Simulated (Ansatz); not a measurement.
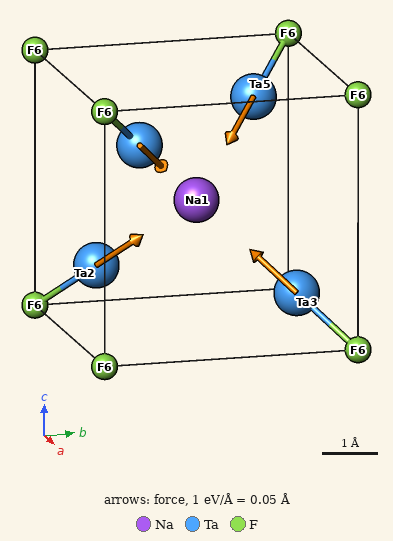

Starting geometry of a crystal of NaTa₄F (a generated structure, set up in P-43m) (coarse preliminary run) with the computed forces as orange arrows. Style: ball-and-stick. Shown: the cell of the calculation, slightly off an axis.

The calculation used Ansatz, DFT PBE, scalar-relativistic, plane waves, PAW.

Input
```yaml
crystal:
  lattice:
    - [4.84681497, 0.0, 0.0]
    - [0.0, 4.84681497, 0.0]
    - [0.0, 0.0, 4.84681497]
  atoms:
    - { symbol: Na, position: [0.5, 0.5, 0.5] }
    - { symbol: Ta, position: [0.18986234, 0.18986234, 0.18986234] }
    - { symbol: Ta, position: [0.81013766, 0.81013766, 0.18986234] }
    - { symbol: Ta, position: [0.81013766, 0.18986234, 0.81013766] }
    - { symbol: Ta, position: [0.18986234, 0.81013766, 0.81013766] }
    - { symbol: F, position: [0.0, 0.0, 0.0] }
basis:
  ecutwfc: 420
kpoints:
  mp_grid: { grid: [4, 4, 4] }
hamiltonian:
  xc: pbe
scf:
  occupations: { method: gaussian, width: 0.1 }
  lower_state_search: "off"
output:
  forces: true
  stress: true
  eigenvalues: true
relax:
  adjacent_minimum: "off"
  f_tol: 0.04
  max_steps: 70
  cell: { stress_tol: 0.4 }
```

Command:
```bash
ansatz run input.yaml --threads 1 --pin off --max-ram 2560MiB --backend cpu --events-out ev --progress --plain --runs-dir out
```

Q: Is this structure relaxed? If not, where do the atoms go?

A: It isn't relaxed: the largest force vector, on Ta atoms, is 24.78 eV/Å. The atoms end up moving mostly along the starting forces (cosine between the two patterns 1.00). Over 5 accepted moves (6 points after the start) the energy falls by 12.329 eV per cell of the calculation. The largest force component goes from 14 to 0.00042 eV/Å. The pressure goes from 69.74 to 0.10 GPa. At 1 point the geometry stayed and the basis and grid were re-selected for the new cell (energy shift of 7.5 meV per cell of the calculation at most each time). The largest moves relative to the cell, 0.31 Å, are those of Ta2, Ta3, Ta4 and Ta5. Ta3 goes along [−1 −1 1]. Na and F stay in place. The volume changes by +6.4 %, with a = b = c 4.847 → 4.948 Å (+2.1 %). Some distances before and after: Ta2–Ta3 2.603 → 3.170 Å, Ta2–F6 1.594 → 1.941 Å, Na1–Ta2 2.604 → 2.344 Å. The space group stays P-43m (No. 215). The run took 29 s on 1 thread of Arm Neoverse V2 (shared host), peak memory 0.35 GiB.
